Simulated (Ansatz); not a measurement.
# CHOSi (quartet): from Hartree-Fock to the top rungs at a displaced geometry (v1), cc-pVDZ

How much of the correlation energy of CHOSi (quartet) does each wave-function method recover here?

Computed with Ansatz 0.2.0, Gaussian basis. Level: cc-pVDZ, core rule «outside noble gas», up to 7 orbitals frozen.

To be run: UHF; CCSD(T) on ROHF; CCSD(T) on UHF; BCCD(T) on ROHF; CISD as a restricted active space (open shells left free, so some higher excitations enter); CCSDT(Q) on ROHF; CCSDT(Q) on UHF.

26 further runs of the same task are left out: 14 that didn't finish, 12 set aside as unsound or not needed. Runs told in other sessions of the task aren't counted.

## (1) The geometry

The geometry is a PBE0/def2-TZVP stationary point (not a proven minimum) with its atoms shifted at random (size 0.040 Å).

4 atoms, charge 0, spin multiplicity 4.

Atoms are counted from 1 here; the program's logs count them from 0.

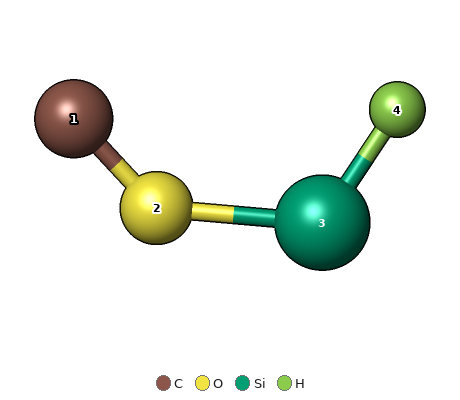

The geometry (carbon brown, oxygen yellow, silicon teal, hydrogen green); atoms are numbered from 1 in the order of the file.

As a file:

```xyz
4
charge 0, multiplicity 4
C    -0.02196    0.31667    1.75236
O    -0.02280   -0.34466    0.64933
Si    0.02517    0.01156   -1.06594
H    -0.07761    1.37536   -1.48654
```

In the tables R marks a restricted open-shell determinant and U an unrestricted one; energies count from the table's Hartree-Fock row.

## (2) UHF

in.yaml

```yaml
crystal:
  periodic: [false, false, false]
  atoms:
    - {symbol: C, position_ang: [-0.021965, 0.316674, 1.752359]}
    - {symbol: O, position_ang: [-0.022798, -0.344664, 0.649328]}
    - {symbol: Si, position_ang: [0.025166, 0.011560, -1.065944]}
    - {symbol: H, position_ang: [-0.077611, 1.375361, -1.486542]}
basis:
  gaussian: {orbitals: cc-pVDZ}
magnetization: {spin_polarized: true, initial_magnetization: 3}
hamiltonian: {xc: hf}
output: {orbitals: {seedname: orbitals}}
```

Started as:

```sh
ansatz run in.yaml --threads 1 --pin off --events-out ev --progress --plain --max-ram 2393MiB
```

The log of the run:

```text
Functional definition: HF
  name "HF"
  cite "Fock, Z. Phys. 61, 126 (1930) doi:10.1007/BF01340294"
  parent pbe
  exchange = exact_x
  correlation = 0
489 factors; integrals over basis functions are off by at most 1.2e-3 eV
mean field evaluation 1: about -10937.0893 eV, gradient 1.8e1 eV
mean field evaluation 2: about -10937.0952 eV, gradient 1.8e1 eV
mean field evaluation 4: about -10940.7647 eV, gradient 4.3e0 eV
mean field evaluation 8: about -10941.1673 eV, gradient 1.3e-1 eV
mean field evaluation 16: about -10940.9787 eV, gradient 1.2e0 eV
mean field evaluation 32: about -10940.9959 eV, gradient 6.5e-1 eV
mean field evaluation 64: about -10940.9018 eV, gradient 1.9e0 eV
mean field evaluation 96: about -10940.7891 eV, gradient 2.3e-1 eV
mean field -10941.16751388 eV, -402.0804899453 hartree, gradient 2.0e-5 eV, S^2 3.764286; 3 other end points of the search recorded, 0 dependent functions left out
reference -10941.16751388 eV, -402.0804899453 hartree; 16, 13 occupied and 35, 38 virtual orbitals, 489 factors
Total energy: -10941.16751388 eV, -402.0804899453 hartree
```

It took 1.1 s on 1 thread of Arm Neoverse V2, shared host.

From the report: ⟨S²⟩ of the determinant 3.764 (pure quartet: 3.75).

## (3) CCSD(T) on ROHF

Edit in.yaml of step 2 so:

```diff
@@ -9,4 +9,4 @@
   gaussian: {orbitals: cc-pVDZ}
-magnetization: {spin_polarized: true, initial_magnetization: 3}
-hamiltonian: {xc: hf}
-output: {orbitals: {seedname: orbitals}}
+magnetization: {spin_polarized: false, initial_magnetization: 3}
+correlation: {method: ccsd_t, electrons: outside_noble_gas}
+output: {forces: true}
```

The command is unchanged.

The log of the run (excerpt; [...] marks lines left out):

```text
Functional definition: HF
  name "HF"
  cite "Fock, Z. Phys. 61, 126 (1930) doi:10.1007/BF01340294"
  parent pbe
[...]
489 factors; integrals over basis functions are off by at most 1.2e-3 eV
[...]
mean field -10941.00242318 eV, -402.0744229739 hartree, gradient 2.1e-6 eV, S^2 3.750000; 7 other end points of the search recorded, 0 dependent functions left out
[...]
determinant -10941.00242318 eV, -402.0744229739 hartree, with singles and doubles -10950.84742022 eV, -402.4362199422 hartree
determinant -10940.61687421 eV, -402.0602543108 hartree, with singles and doubles -10950.33958524 eV, -402.4175573507 hartree
determinant -10939.18653362 eV, -402.0076902637 hartree, with singles and doubles -10948.70531819 eV, -402.3574991446 hartree
determinant -10937.77619158 eV, -401.9558611495 hartree, with singles and doubles -10949.38064613 eV, -402.3823169886 hartree
[...]
7 core orbitals not correlated: weight in the atoms' cores, before any rotation towards them, 1.000 or more for the frozen orbitals, at most 0.000 for the correlated occupied ones
reference -10941.00242318 eV, -402.0744229739 hartree; 9, 6 occupied and 35, 38 virtual orbitals, 489 factors
second order -8.92561963 eV of doubles, -0.10493167 eV of singles
cycle   1  -9.84748729 eV  change   -2.4e-8 eV  update   3.3e-6
[...]
cycle   7  -9.84748279 eV  change   -6.0e-8 eV  update   1.7e-7
perturbative correction -0.32323282 eV, -0.0118785870 hartree
[...]
Total energy: -10951.17313878 eV, -402.4481898784 hartree
Atom 0 at    -0.021965     0.316674     1.752359 Å, force    -0.012088     0.255084     0.185062 eV/Å
Atom 1 at    -0.022798    -0.344664     0.649328 Å, force     0.012179    -0.408435     0.162293 eV/Å
Atom 2 at     0.025166     0.011560    -1.065944 Å, force     0.086913    -1.152873     0.041061 eV/Å
Atom 3 at    -0.077611     1.375361    -1.486542 Å, force    -0.087003     1.306224    -0.388416 eV/Å
Dipole moment:     0.012774    -0.033941    -0.700872 e Å
```

Run time: 15 s. Hardware: 1 thread of Arm Neoverse V2, shared host.

From the report: correlation -10.1707 eV; T1 0.031; largest double amplitude 0.08.

## (4) CCSD(T) on UHF

Edit in.yaml of step 3 so:

```diff
@@ -9,3 +9,3 @@
   gaussian: {orbitals: cc-pVDZ}
-magnetization: {spin_polarized: false, initial_magnetization: 3}
+magnetization: {spin_polarized: true, initial_magnetization: 3}
 correlation: {method: ccsd_t, electrons: outside_noble_gas}
```

Launched as before.

The log of the run (excerpt; [...] marks lines left out):

```text
Functional definition: HF
  name "HF"
  cite "Fock, Z. Phys. 61, 126 (1930) doi:10.1007/BF01340294"
  parent pbe
[...]
489 factors; integrals over basis functions are off by at most 1.2e-3 eV
[...]
mean field -10941.16751388 eV, -402.0804899453 hartree, gradient 9.9e-6 eV, S^2 3.764286; 9 other end points of the search recorded, 0 dependent functions left out
determinant -10941.16751388 eV, -402.0804899453 hartree, with singles and doubles -10950.85067559 eV, -402.4363395749 hartree
determinant -10940.79007835 eV, -402.0666194453 hartree, with singles and doubles -10950.34356134 eV, -402.4177034700 hartree
determinant -10939.28519701 eV, -402.0113160764 hartree, with singles and doubles -10948.70767656 eV, -402.3575858130 hartree
determinant -10941.16751388 eV, -402.0804899453 hartree, with singles and doubles -10950.85307422 eV, -402.4364277230 hartree
[...]
7 core orbitals not correlated: weight in the atoms' cores, before any rotation towards them, 1.000 or more for the frozen orbitals, at most 0.000 for the correlated occupied ones
reference -10941.16751388 eV, -402.0804899453 hartree; 9, 6 occupied and 35, 38 virtual orbitals, 489 factors
second order -8.86130717 eV of doubles, -0.00000000 eV of singles
cycle   1  -9.68556121 eV  change   -8.7e-7 eV  update   3.0e-6
[...]
cycle   7  -9.68555789 eV  change   -2.1e-9 eV  update   1.5e-7
perturbative correction -0.31998270 eV, -0.0117591474 hartree
[...]
Total energy: -10951.17305447 eV, -402.4481867801 hartree
Atom 0 at    -0.021965     0.316674     1.752359 Å, force    -0.012109     0.255068     0.184898 eV/Å
Atom 1 at    -0.022798    -0.344664     0.649328 Å, force     0.012262    -0.408305     0.161120 eV/Å
Atom 2 at     0.025166     0.011560    -1.065944 Å, force     0.086855    -1.153358     0.042651 eV/Å
Atom 3 at    -0.077611     1.375361    -1.486542 Å, force    -0.087009     1.306595    -0.388668 eV/Å
Dipole moment:     0.012785    -0.033956    -0.701083 e Å
```

It took 14 s on 1 thread of Arm Neoverse V2, shared host.

From the report: ⟨S²⟩ of the determinant 3.764 (pure quartet: 3.75); correlation -10.0055 eV; T1 0.027; largest double amplitude 0.08.

## (5) BCCD(T) on ROHF

Edit in.yaml of step 4 so:

```diff
@@ -9,4 +9,3 @@
   gaussian: {orbitals: cc-pVDZ}
-magnetization: {spin_polarized: true, initial_magnetization: 3}
-correlation: {method: ccsd_t, electrons: outside_noble_gas}
-output: {forces: true}
+magnetization: {spin_polarized: false, initial_magnetization: 3}
+correlation: {method: bccd_t, electrons: outside_noble_gas}
```

The command is unchanged.

The log of the run (excerpt; [...] marks lines left out):

```text
Functional definition: HF
  name "HF"
  cite "Fock, Z. Phys. 61, 126 (1930) doi:10.1007/BF01340294"
  parent pbe
[...]
489 factors; integrals over basis functions are off by at most 1.2e-3 eV
[...]
mean field -10941.00242318 eV, -402.0744229739 hartree, gradient 2.1e-6 eV, S^2 3.750000; 7 other end points of the search recorded, 0 dependent functions left out
[...]
determinant -10941.00242318 eV, -402.0744229739 hartree, with singles and doubles -10950.84742022 eV, -402.4362199422 hartree
determinant -10940.61687421 eV, -402.0602543108 hartree, with singles and doubles -10950.33958524 eV, -402.4175573507 hartree
determinant -10939.18653362 eV, -402.0076902637 hartree, with singles and doubles -10948.70531819 eV, -402.3574991446 hartree
determinant -10937.77619158 eV, -401.9558611495 hartree, with singles and doubles -10949.38064613 eV, -402.3823169886 hartree
determinant -10941.00242318 eV, -402.0744229739 hartree, with singles and doubles -10950.84991044 eV, -402.4363114561 hartree
determinant -10940.61687421 eV, -402.0602543108 hartree, with singles and doubles -10950.33989591 eV, -402.4175687678 hartree
7 core orbitals not correlated: weight in the atoms' cores, before any rotation towards them, 1.000 or more for the frozen orbitals, at most 0.000 for the correlated occupied ones
reference -10941.00242318 eV, -402.0744229739 hartree; 9, 6 occupied and 35, 38 virtual orbitals, 489 factors
second order -8.92561963 eV of doubles, -0.10493167 eV of singles
cycle   1  -9.80742260 eV  change    4.0e-2 eV  update   1.7e-2
[...]
cycle  10  -9.81181588 eV  change    1.1e-5 eV  update   1.6e-5
perturbative correction -0.36501110 eV, -0.0134139104 hartree
Total energy: -10951.17925015 eV, -402.4484144673 hartree
```

It took 9 s on 1 thread of Arm Neoverse V2, shared host.

From the report: correlation -10.1768 eV; largest double amplitude 0.08.

## (6) CISD as a restricted active space (open shells left free, so some higher excitations enter)

Edit in.yaml of step 5 so:

```diff
@@ -10,2 +10,2 @@
 magnetization: {spin_polarized: false, initial_magnetization: 3}
-correlation: {method: bccd_t, electrons: outside_noble_gas}
+correlation: {active_space: {ras: {orbitals: [6, 3, 35], electrons: 15, max_holes: 2, max_particles: 2}, fixed_orbitals: true}}
```

Launched as before.

The log of the run:

```text
Functional definition: HF
  name "HF"
  cite "Fock, Z. Phys. 61, 126 (1930) doi:10.1007/BF01340294"
  parent pbe
  exchange = exact_x
  correlation = 0
489 factors; integrals over basis functions are off by at most 1.2e-3 eV
mean field evaluation 1: about -10938.3527 eV, gradient 2.0e1 eV
mean field evaluation 2: about -10938.3584 eV, gradient 2.0e1 eV
mean field evaluation 4: about -10940.8846 eV, gradient 4.0e0 eV
mean field evaluation 8: about -10941.0023 eV, gradient 9.3e-2 eV
mean field evaluation 16: about -10940.7808 eV, gradient 2.6e0 eV
mean field -10941.00242318 eV, -402.0744229739 hartree, gradient 2.1e-6 eV, S^2 3.750000; 4 other end points of the search recorded, 0 dependent functions left out
reference -10941.00242318 eV, -402.0744229739 hartree; 16, 13 occupied and 35, 38 virtual orbitals, 489 factors
state -10949.90738130 eV, -402.4016741488 hartree
Total energy: -10949.90738130 eV, -402.4016741488 hartree
```

It took 24 s on 1 thread of Arm Neoverse V2, shared host.

From the report: 579,664 determinants.

## (7) CCSDT(Q) on ROHF

Edit in.yaml of step 6 so:

```diff
@@ -10,2 +10,2 @@
 magnetization: {spin_polarized: false, initial_magnetization: 3}
-correlation: {active_space: {ras: {orbitals: [6, 3, 35], electrons: 15, max_holes: 2, max_particles: 2}, fixed_orbitals: true}}
+correlation: {method: ccsdt_q, electrons: outside_noble_gas}
```

The command is unchanged.

The log of the run (excerpt; [...] marks lines left out):

```text
Functional definition: HF
  name "HF"
  cite "Fock, Z. Phys. 61, 126 (1930) doi:10.1007/BF01340294"
  parent pbe
[...]
947 factors; integrals over basis functions are off by at most 1.7e-7 eV
[...]
mean field -10941.00255481 eV, -402.0744278116 hartree, gradient 2.1e-6 eV, S^2 3.750000; 7 other end points of the search recorded, 0 dependent functions left out
[...]
determinant -10941.00255481 eV, -402.0744278116 hartree, with singles and doubles -10950.84755635 eV, -402.4362249448 hartree
determinant -10940.61700985 eV, -402.0602592955 hartree, with singles and doubles -10950.33972800 eV, -402.4175625971 hartree
determinant -10939.18667447 eV, -402.0076954398 hartree, with singles and doubles -10948.70545761 eV, -402.3575042682 hartree
determinant -10937.77632579 eV, -401.9558660818 hartree, with singles and doubles -10949.38078419 eV, -402.3823220620 hartree
determinant -10941.00255481 eV, -402.0744278116 hartree, with singles and doubles -10950.85004590 eV, -402.4363164340 hartree
determinant -10940.61700985 eV, -402.0602592955 hartree, with singles and doubles -10950.34003854 eV, -402.4175740091 hartree
7 core orbitals not correlated: weight in the atoms' cores, before any rotation towards them, 1.000 or more for the frozen orbitals, at most 0.000 for the correlated occupied ones
reference -10941.00255481 eV, -402.0744278116 hartree; 9, 6 occupied and 35, 38 virtual orbitals, 947 factors
second order -8.92564937 eV of doubles, -0.10493156 eV of singles
cycle   1  -9.32704183 eV  change   -2.9e-1 eV  update   1.1e-1
[...]
cycle  33  -10.20547212 eV  change   -5.0e-7 eV  update   8.9e-7
perturbative correction -0.02581656 eV, -0.0009487410 hartree
Total energy: -10951.23384350 eV, -402.4504207356 hartree
```

It took 4.4 min on 1 thread of Arm Neoverse V2, shared host; peak memory 1.1 GiB.

From the report: correlation -10.2313 eV; T1 0.033; largest double amplitude 0.08.

## (8) CCSDT(Q) on UHF

Edit in.yaml of step 7 so:

```diff
@@ -9,3 +9,3 @@
   gaussian: {orbitals: cc-pVDZ}
-magnetization: {spin_polarized: false, initial_magnetization: 3}
+magnetization: {spin_polarized: true, initial_magnetization: 3}
 correlation: {method: ccsdt_q, electrons: outside_noble_gas}
```

Launched as before.

The log of the run (excerpt; [...] marks lines left out):

```text
Functional definition: HF
  name "HF"
  cite "Fock, Z. Phys. 61, 126 (1930) doi:10.1007/BF01340294"
  parent pbe
[...]
947 factors; integrals over basis functions are off by at most 1.7e-7 eV
[...]
mean field -10941.16764546 eV, -402.0804947808 hartree, gradient 9.9e-6 eV, S^2 3.764286; 9 other end points of the search recorded, 0 dependent functions left out
determinant -10941.16764546 eV, -402.0804947808 hartree, with singles and doubles -10950.85081112 eV, -402.4363445555 hartree
determinant -10940.79021385 eV, -402.0666244250 hartree, with singles and doubles -10950.34370313 eV, -402.4177086806 hartree
determinant -10939.28533965 eV, -402.0113213184 hartree, with singles and doubles -10948.70781560 eV, -402.3575909227 hartree
determinant -10941.16764546 eV, -402.0804947808 hartree, with singles and doubles -10950.85321002 eV, -402.4364327133 hartree
determinant -10940.79021385 eV, -402.0666244250 hartree, with singles and doubles -10950.34404681 eV, -402.4177213106 hartree
7 core orbitals not correlated: weight in the atoms' cores, before any rotation towards them, 1.000 or more for the frozen orbitals, at most 0.000 for the correlated occupied ones
reference -10941.16764546 eV, -402.0804947808 hartree; 9, 6 occupied and 35, 38 virtual orbitals, 947 factors
second order -8.86133558 eV of doubles, -0.00000000 eV of singles
cycle   1  -9.16180045 eV  change   -3.0e-1 eV  update   1.1e-1
[...]
cycle  34  -10.04111116 eV  change   -6.4e-7 eV  update   7.8e-7
perturbative correction -0.03118296 eV, -0.0011459525 hartree
Total energy: -10951.23993957 eV, -402.4506447622 hartree
```

Run time: 4 min. Hardware: 1 thread of Arm Neoverse V2, shared host; peak memory 0.88 GiB.

From the report: ⟨S²⟩ of the determinant 3.764 (pure quartet: 3.75); correlation -10.0723 eV; T1 0.030; largest double amplitude 0.08.

## (9) All levels against the top one

The yardstick is UCCSDT(Q), where the cluster series has nearly closed. Rows without a time are mean-field rows or come out of runs for another level: lower rungs of the coupled-cluster runs, or the Hartree-Fock search. The times of RCCSD(T), UCCSD(T) include forces.

Differences are taken before rounding.

| method | energy from the lowest ROHF (meV) | from UCCSDT(Q) (meV) | time |
| --- | --- | --- | --- |
| ROHF | 0.0 | +10237.5 |  |
| UHF | -165.1 | +10072.4 |  |
| RMP2 | -9030.6 | +1207.0 |  |
| UMP2 | -9026.4 | +1211.1 |  |
| CISD | -8905.0 | +1332.6 | 24 s |
| RCCSD | -9847.5 | +390.0 |  |
| UCCSD | -9850.6 | +386.9 |  |
| RCCSD(T) | -10170.7 | +66.8 | 15 s |
| UCCSD(T) | -10170.6 | +66.9 | 14 s |
| BCCD(T) | -10176.8 | +60.7 | 9 s |
| RCCSDT | -10205.6 | +31.9 |  |
| UCCSDT | -10206.3 | +31.2 |  |
| RCCSDT(Q) | -10231.4 | +6.1 | 4.4 min |
| UCCSDT(Q) | -10237.5 | 0 | 4 min |

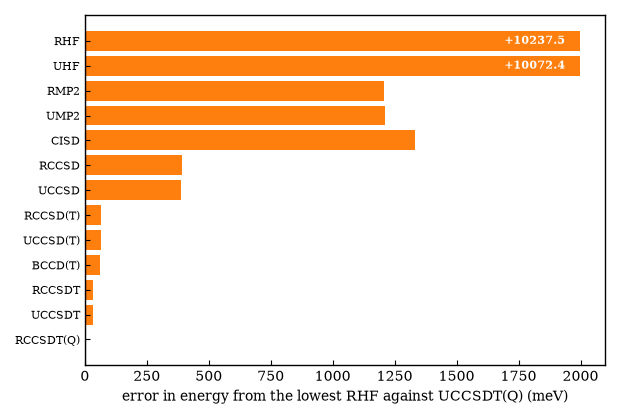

Error of each method against UCCSDT(Q). Bars with a number in them are cut short.

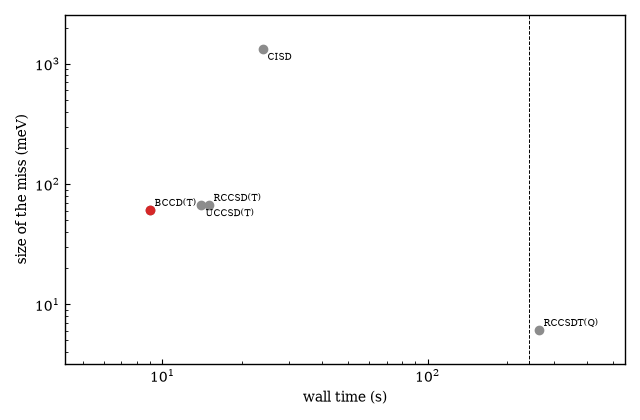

Accuracy for the time spent; red marks the levels that beat every quicker one drawn (of those quicker than the yardstick), and the dashed line is the time of UCCSDT(Q). Times are from a shared host.

## (10) Summary of results

```
                         quantity                      value
    UCCSDT(Q) from the ROHF energy                -10.2375 eV
              RMP2 from UCCSDT(Q)                +1207.0 meV
              UMP2 from UCCSDT(Q)                +1211.1 meV
             RCCSD from UCCSDT(Q)                 +390.0 meV
          RCCSD(T) from UCCSDT(Q)                  +66.8 meV
          UCCSD(T) from UCCSDT(Q)                  +66.9 meV
         RCCSDT(Q) from UCCSDT(Q)                   +6.1 meV
levels within 1 kcal/mol (43 meV)  RCCSDT, UCCSDT, RCCSDT(Q)
                    T1 diagnostic                      0.031
```

**Reading.** RCCSD(T) lands +66.8 meV from the yardstick (0.7 % of the correlation energy). These misses are within one basis, not against nature; the frozen cores of restricted and unrestricted runs differ, which can shift their rows.

With open shells the CI space here admits some higher excitations, so it is larger than plain CISD.

For cost: BCCD(T) gets within 60.7 meV in 9 s, where UCCSDT(Q) took 4 min.
